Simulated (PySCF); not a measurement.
# SiN2H6O (SMILES N[SiH](N)O) at 6 levels

Wanted: a comparison of 6 runs (HF/3-21G, HF/def2-SVP, B3LYP/6-31G*, PBE/6-31G**, PBE0/def2-SVP) of SiN2H6O. The job is set up through a Python script.

Program for the calculation: PySCF 2.14.0.

## (1) Starting point

The species is SiN2H6O (10 atoms), meant as a singlet with charge 0. As SMILES, `N[SiH](N)O`. Geometry: relaxed at PBE0-D4/def2-TZVP. This is one conformer, not always the lowest.

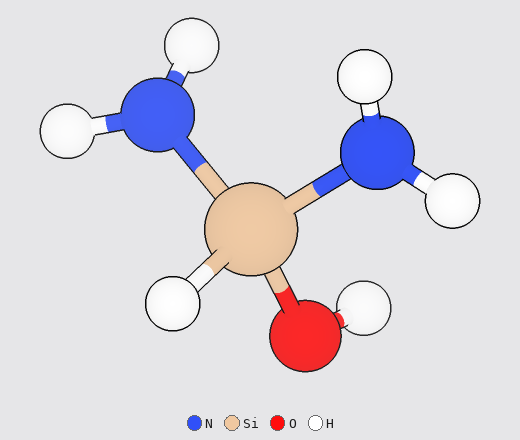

The structure, seen from a chosen angle (nitrogen blue, silicon light orange, oxygen red, hydrogen white).

## (2) Energy and gradient at HF/3-21G (run 1)

File mol.xyz:

```xyz
10
H6N2OSi
N     -0.775500     1.215500    -0.137800
Si     0.492300     0.085700     0.087100
N     -0.248600    -1.249800     0.847400
O      1.206700    -0.118300    -1.384200
H     -0.620700     2.036300    -0.700200
H     -1.413200     1.405300     0.618200
H      1.642700     0.459500     0.944000
H     -1.123500    -1.625000     0.519700
H      0.302300    -1.942900     1.325300
H      0.620800    -0.317400    -2.116600
```

File job.py:

```python
# N[SiH](N)O
import pyscf.grad
from pyscf import gto, scf

system = gto.M(
    atom='mol.xyz',
    basis='3-21g',
    verbose=4,
    max_memory=1860,
    charge=0,
    spin=0,
)

mf = scf.RHF(system)
mf.conv_tol = 1e-10
mf.kernel()
if not mf.converged:
    mf = mf.newton().run(mf.mo_coeff, mf.mo_occ)

e_tot = mf.e_tot
print('E(%s) = %.9f' % ('HF', e_tot))
grad = mf.Gradients().kernel()
dip = mf.dip_moment()
pop, q = mf.mulliken_pop()
```

Command:

```bash
OMP_NUM_THREADS=1 python job.py
```

Standard output:

```text
PySCF version 2.14.0

[... 64 lines left out ...]
converged SCF energy = -473.733819651429
[... 12 lines left out ...]
Dipole moment(X, Y, Z, Debye): -2.23916, -0.32796, -0.10717
[... 24 lines left out ...]
pop of  2 N 2s            0.35021
pop of  2 N 3s            1.32994
pop of  2 N 2px           0.56722
pop of  2 N 2py           0.60771
pop of  2 N 2pz           0.66737
pop of  2 N 3px           0.75934
pop of  2 N 3py           0.85887
pop of  2 N 3pz           0.99320
pop of  3 O 1s            1.98531
pop of  3 O 2s            0.40597
pop of  3 O 3s            1.48340
pop of  3 O 2px           0.71553
pop of  3 O 2py           0.78822
pop of  3 O 2pz           0.61109
pop of  3 O 3px           0.98660
pop of  3 O 3py           1.07081
pop of  3 O 3pz           0.81852
pop of  4 H 1s            0.44066
pop of  4 H 2s            0.23553
pop of  5 H 1s            0.43837
pop of  5 H 2s            0.23093
pop of  6 H 1s            0.44052
pop of  6 H 2s            0.85839
pop of  7 H 1s            0.43856
pop of  7 H 2s            0.23270
pop of  8 H 1s            0.43950
pop of  8 H 2s            0.22941
pop of  9 H 1s            0.42049
pop of  9 H 2s            0.18040
 ** Mulliken atomic charges  **
charge of    0N =     -1.11541
charge of    1Si =      1.68686
charge of    2N =     -1.12056
charge of    3O =     -0.86544
charge of    4H =      0.32381
charge of    5H =      0.33071
charge of    6H =     -0.29891
charge of    7H =      0.32874
charge of    8H =      0.33109
charge of    9H =      0.39911
```

It took 1.3 s on 1 thread of Arm Neoverse V2, shared host; peak memory 0.12 GiB.

## (3) Energy and gradient at HF/def2-SVP (run 2)

File run.py:

```python
from pyscf import gto, scf

molecule = gto.M(
    atom='''
N     -0.775500     1.215500    -0.137800
Si     0.492300     0.085700     0.087100
N     -0.248600    -1.249800     0.847400
O      1.206700    -0.118300    -1.384200
H     -0.620700     2.036300    -0.700200
H     -1.413200     1.405300     0.618200
H      1.642700     0.459500     0.944000
H     -1.123500    -1.625000     0.519700
H      0.302300    -1.942900     1.325300
H      0.620800    -0.317400    -2.116600
''',
    verbose=3,
    basis='def2-svp',
    max_memory=1860,
    spin=0,
)

hf = scf.RHF(molecule)
hf.conv_tol = 1e-10
hf.kernel()
if not hf.converged:
    hf = hf.newton().run(hf.mo_coeff, hf.mo_occ)

etot = hf.e_tot
print('E = %.10f Eh' % etot)
grad = hf.nuc_grad_method().kernel()
dip = hf.dip_moment()
pop, q = hf.mulliken_pop()
```

Command:

```bash
OMP_NUM_THREADS=1 python run.py
```

Standard output:

```text
converged SCF energy = -476.063432186419
E = -476.0634321864 Eh
--------------- RHF gradients ---------------
         x                y                z
0 N     0.0035736075    -0.0087148193    -0.0003203789
1 Si    -0.0065333864    -0.0038621892    -0.0077871341
2 N     0.0021920287     0.0099648711    -0.0005927776
3 O     0.0112558782     0.0057893613     0.0171643140
4 H     0.0018173225     0.0037744074    -0.0030008848
5 H    -0.0029295007     0.0006378503     0.0046227239
6 H     0.0027475770    -0.0001135430     0.0009249230
7 H    -0.0045441755    -0.0013298512    -0.0023913437
8 H     0.0035870464    -0.0028402659     0.0022177079
9 H    -0.0111663977    -0.0033058215    -0.0108371497
----------------------------------------------
Dipole moment(X, Y, Z, Debye): -2.11119, -0.33055, -0.17037
 ** Mulliken pop  **
pop of  0 N 1s            1.98960
pop of  0 N 2s            0.93484
pop of  0 N 3s            0.50421
pop of  0 N 2px           0.82781
pop of  0 N 2py           0.80233
pop of  0 N 2pz           0.79410
pop of  0 N 3px           0.59558
pop of  0 N 3py           0.53069
pop of  0 N 3pz           0.55706
pop of  0 N 3dxy          0.00204
pop of  0 N 3dyz          0.00281
pop of  0 N 3dz^2         0.00148
pop of  0 N 3dxz          0.00279
pop of  0 N 3dx2-y2       0.00218
pop of  1 Si 1s           1.99928
pop of  1 Si 2s           1.98987
pop of  1 Si 3s           0.81206
pop of  1 Si 4s          -0.01620
pop of  1 Si 2px          1.98109
pop of  1 Si 2py          1.98061
pop of  1 Si 2pz          1.98047
pop of  1 Si 3px          0.39670
pop of  1 Si 3py          0.36067
pop of  1 Si 3pz          0.35337
pop of  1 Si 4px          0.19534
pop of  1 Si 4py          0.17503
pop of  1 Si 4pz          0.18156
pop of  1 Si 3dxy         0.10675
pop of  1 Si 3dyz         0.08287
pop of  1 Si 3dz^2        0.10026
pop of  1 Si 3dxz         0.13631
pop of  1 Si 3dx2-y2      0.08139
pop of  2 N 1s            1.98955
pop of  2 N 2s            0.93236
pop of  2 N 3s            0.49904
pop of  2 N 2px           0.74892
pop of  2 N 2py           0.80785
pop of  2 N 2pz           0.87256
pop of  2 N 3px           0.45310
pop of  2 N 3py           0.52200
pop of  2 N 3pz           0.71532
pop of  2 N 3dxy          0.00453
pop of  2 N 3dyz          0.00209
pop of  2 N 3dz^2         0.00068
pop of  2 N 3dxz          0.00221
pop of  2 N 3dx2-y2       0.00123
pop of  3 O 1s            1.99075
pop of  3 O 2s            1.04413
pop of  3 O 3s            0.68886
pop of  3 O 2px           0.96642
pop of  3 O 2py           1.04398
pop of  3 O 2pz           0.85687
pop of  3 O 3px           0.67468
pop of  3 O 3py           0.79707
pop of  3 O 3pz           0.48990
pop of  3 O 3dxy          0.00131
pop of  3 O 3dyz          0.00048
pop of  3 O 3dz^2         0.00056
pop of  3 O 3dxz          0.00494
pop of  3 O 3dx2-y2       0.00165
pop of  4 H 1s            0.70857
pop of  4 H 2s            0.10205
pop of  4 H 2px           0.01100
pop of  4 H 2py           0.02124
pop of  4 H 2pz           0.01710
pop of  5 H 1s            0.70692
pop of  5 H 2s            0.09990
pop of  5 H 2px           0.01890
pop of  5 H 2py           0.00937
pop of  5 H 2pz           0.02099
pop of  6 H 1s            0.76268
pop of  6 H 2s            0.44366
pop of  6 H 2px           0.00634
pop of  6 H 2py           0.00085
pop of  6 H 2pz           0.00322
pop of  7 H 1s            0.70744
pop of  7 H 2s            0.10244
pop of  7 H 2px           0.02468
pop of  7 H 2py           0.01100
pop of  7 H 2pz           0.01359
pop of  8 H 1s            0.70737
pop of  8 H 2s            0.09688
pop of  8 H 2px           0.01520
pop of  8 H 2py           0.01755
pop of  8 H 2pz           0.01673
pop of  9 H 1s            0.66814
pop of  9 H 2s            0.05500
pop of  9 H 2px           0.02462
pop of  9 H 2py           0.01798
pop of  9 H 2pz           0.03054
 ** Mulliken atomic charges  **
charge of    0N =     -0.54754
charge of    1Si =      1.10256
charge of    2N =     -0.55145
charge of    3O =     -0.56161
charge of    4H =      0.14004
charge of    5H =      0.14392
charge of    6H =     -0.21676
charge of    7H =      0.14086
charge of    8H =      0.14627
charge of    9H =      0.20371
```

Wall time 5.1 s (1 thread of Arm Neoverse V2, shared host); peak memory 0.18 GiB.

Run 3 isn't shown in full; the table further down has it.

## (4) Energy and gradient at B3LYP/6-31G(d) (Cartesian functions) (run 4)

File geometry.xyz:

```xyz
10
H6N2OSi
N     -0.775500     1.215500    -0.137800
Si     0.492300     0.085700     0.087100
N     -0.248600    -1.249800     0.847400
O      1.206700    -0.118300    -1.384200
H     -0.620700     2.036300    -0.700200
H     -1.413200     1.405300     0.618200
H      1.642700     0.459500     0.944000
H     -1.123500    -1.625000     0.519700
H      0.302300    -1.942900     1.325300
H      0.620800    -0.317400    -2.116600
```

File job.py:

```python
from pyscf import gto, dft

mol = gto.M(
    atom='geometry.xyz',
    max_memory=1860,
    verbose=4,
    basis='6-31g*',
    cart=True,
    spin=0,
)

ks = dft.RKS(mol, xc='b3lyp')
ks.conv_tol = 1e-10
ks.grids.level = 5
ks.kernel()
if not ks.converged:
    ks = ks.newton().run(ks.mo_coeff, ks.mo_occ)

energy = ks.e_tot
print('Final energy', energy)
grad = ks.nuc_grad_method().kernel()
ks.analyze()
```

Command:

```bash
OMP_NUM_THREADS=1 python job.py
```

Standard output:

```text
PySCF version 2.14.0

[... 97 lines left out ...]
Nuclear Repulsion Energy =             186.615837665560377
[... 9 lines left out ...]
MO #4   energy= -14.3012575434916  occ= 2
[... 7 lines left out ...]
MO #12  energy= -0.547083152671008 occ= 2
[... 7 lines left out ...]
MO #20  energy= -0.25448332791661  occ= 2
[... 7 lines left out ...]
MO #28  energy= 0.170633792171627  occ= 0
[... 7 lines left out ...]
MO #36  energy= 0.618352329615392  occ= 0
[... 7 lines left out ...]
MO #44  energy= 0.90546861957558   occ= 0
[... 7 lines left out ...]
MO #52  energy= 1.10068431081156   occ= 0
[... 7 lines left out ...]
MO #60  energy= 1.77767102440409   occ= 0
[... 7 lines left out ...]
MO #68  energy= 2.39210730340141   occ= 0
[... 7 lines left out ...]
MO #76  energy= 3.74841259709881   occ= 0
[... 50 lines left out ...]
pop of  2  N 3dzz         0.00056
pop of  3  O 1s           1.99995
pop of  3  O 2s           1.63845
pop of  3  O 3s           0.00441
pop of  3  O 2px          1.73402
pop of  3  O 2py          1.85177
pop of  3  O 2pz          1.48043
pop of  3  O 3px          0.00263
pop of  3  O 3py          0.00391
pop of  3  O 3pz          0.00354
pop of  3  O 3dxx         0.00144
pop of  3  O 3dxy         0.00215
pop of  3  O 3dxz         0.00555
pop of  3  O 3dyy         0.00162
pop of  3  O 3dyz         0.00055
pop of  3  O 3dzz         0.00130
pop of  4  H 1s           0.77072
pop of  4  H 2s           0.01132
pop of  5  H 1s           0.76711
pop of  5  H 2s           0.01143
pop of  6  H 1s           1.15065
pop of  6  H 2s           0.00376
pop of  7  H 1s           0.77221
pop of  7  H 2s           0.01163
pop of  8  H 1s           0.76718
pop of  8  H 2s           0.01143
pop of  9  H 1s           0.66431
pop of  9  H 2s           0.01285
 ** Mulliken atomic charges  **
charge of    0N =     -0.71944
charge of    1Si =      1.11517
charge of    2N =     -0.70940
charge of    3O =     -0.73174
charge of    4H =      0.21796
charge of    5H =      0.22147
charge of    6H =     -0.15440
charge of    7H =      0.21616
charge of    8H =      0.22138
charge of    9H =      0.32284
Dipole moment(X, Y, Z, Debye): -2.09226, -0.35367, -0.20763
```

Run time: 25 s. Hardware: 1 thread of Arm Neoverse V2, shared host; peak memory 0.75 GiB.

Run 5 isn't shown in full; the table further down has it.

## (5) Energy and forces at PBE0/def2-SVP (run 6)

File calc.py:

```python
# N[SiH](N)O
from pyscf import gto, dft

mol = gto.M(
    atom='''
N   -0.775500   1.215500  -0.137800
Si   0.492300   0.085700   0.087100
N   -0.248600  -1.249800   0.847400
O    1.206700  -0.118300  -1.384200
H   -0.620700   2.036300  -0.700200
H   -1.413200   1.405300   0.618200
H    1.642700   0.459500   0.944000
H   -1.123500  -1.625000   0.519700
H    0.302300  -1.942900   1.325300
H    0.620800  -0.317400  -2.116600
''',
    verbose=4,
    basis='def2-svp',
    max_memory=1860,
)

myscf = dft.RKS(mol)
myscf.xc = 'pbe0'
myscf.grids.level = 5
myscf.conv_tol = 1e-10
myscf.kernel()
if not myscf.converged:
    myscf = myscf.newton().run(myscf.mo_coeff, myscf.mo_occ)

e_final = myscf.e_tot
print(f'total energy: {e_final:.8f} hartree')
grad = myscf.nuc_grad_method().kernel()
dip = myscf.dip_moment()
pop, q = myscf.mulliken_pop()
```

Command:

```bash
OMP_NUM_THREADS=1 python calc.py
```

Standard output:

```text
PySCF version 2.14.0

[... 77 lines left out ...]
converged SCF energy = -477.367631887254
total energy: -477.36763189 hartree
[... 12 lines left out ...]
Dipole moment(X, Y, Z, Debye): -2.09634, -0.34777, -0.23240
[... 62 lines left out ...]
pop of  4 H 2s            0.11409
pop of  4 H 2px           0.01218
pop of  4 H 2py           0.01927
pop of  4 H 2pz           0.01657
pop of  5 H 1s            0.70932
pop of  5 H 2s            0.11235
pop of  5 H 2px           0.01772
pop of  5 H 2py           0.01085
pop of  5 H 2pz           0.01934
pop of  6 H 1s            0.74591
pop of  6 H 2s            0.39662
pop of  6 H 2px           0.00514
pop of  6 H 2py           0.00093
pop of  6 H 2pz           0.00267
pop of  7 H 1s            0.71013
pop of  7 H 2s            0.11490
pop of  7 H 2px           0.02175
pop of  7 H 2py           0.01192
pop of  7 H 2pz           0.01424
pop of  8 H 1s            0.70992
pop of  8 H 2s            0.10841
pop of  8 H 2px           0.01499
pop of  8 H 2py           0.01664
pop of  8 H 2pz           0.01650
pop of  9 H 1s            0.68075
pop of  9 H 2s            0.06538
pop of  9 H 2px           0.02460
pop of  9 H 2py           0.01934
pop of  9 H 2pz           0.02845
 ** Mulliken atomic charges  **
charge of    0N =     -0.41219
charge of    1Si =      0.68646
charge of    2N =     -0.41152
charge of    3O =     -0.41143
charge of    4H =      0.12743
charge of    5H =      0.13043
charge of    6H =     -0.15126
charge of    7H =      0.12706
charge of    8H =      0.13354
charge of    9H =      0.18148
```

Run time: 29 s. Hardware: 1 thread of Arm Neoverse V2, shared host; peak memory 0.88 GiB.

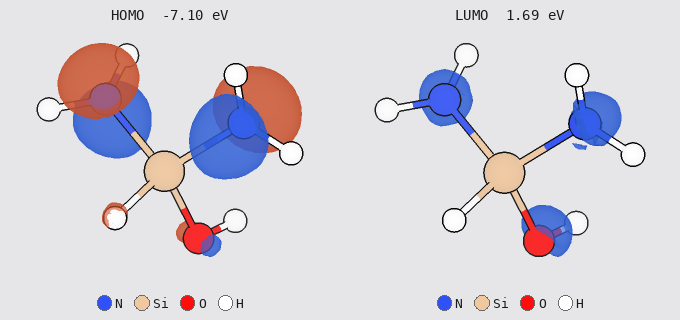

Frontier orbitals of this run, surfaces at ±0.2 Å^-3/2.

## (6) All runs side by side

```csv
run,level,integration grid,Cartesian functions,energy (Eh),dipole moment (D),HOMO energy (eV),LUMO energy (eV),wall time
1,HF/3-21G,–,no,-473.733820,2.27,-10.64,6.53,1.3 s
2,HF/def2-SVP,–,no,-476.063432,2.14,-10.91,4.69,5.1 s
3,B3LYP/6-31G* (spherical functions),5,no,-477.917285,2.13,-6.72,1.71,24 s
4,B3LYP/6-31G* (Cartesian functions),5,yes,-477.922819,2.13,-6.73,1.66,25 s
5,PBE/6-31G** (spherical functions),5,no,-477.543047,2.13,-5.48,1.12,31 s
6,PBE0/def2-SVP,5,no,-477.367632,2.14,-7.10,1.69,29 s
```

## (7) What came out

| quantity | value |
| --- | --- |
| run 6: total energy | -477.36763 Eh |
| run 6: dipole moment | 2.14 D |
| run 6: HOMO energy | -7.10 eV |
| run 6: LUMO energy | 1.69 eV |
| run 6: HOMO–LUMO gap | 8.79 eV |
| run 6: largest force on an atom | 0.637 eV/Å |

The dipole moment (its size) runs from 2.13 D (PBE/6-31G**) to 2.27 D (HF/3-21G). The two ends differ in method and basis. The HOMO–LUMO gap runs from 6.60 eV (PBE/6-31G**) to 17.17 eV (HF/3-21G). Totals of different functionals can't be ranked against each other. All runs together took 1.9 min, the longest 31 s.
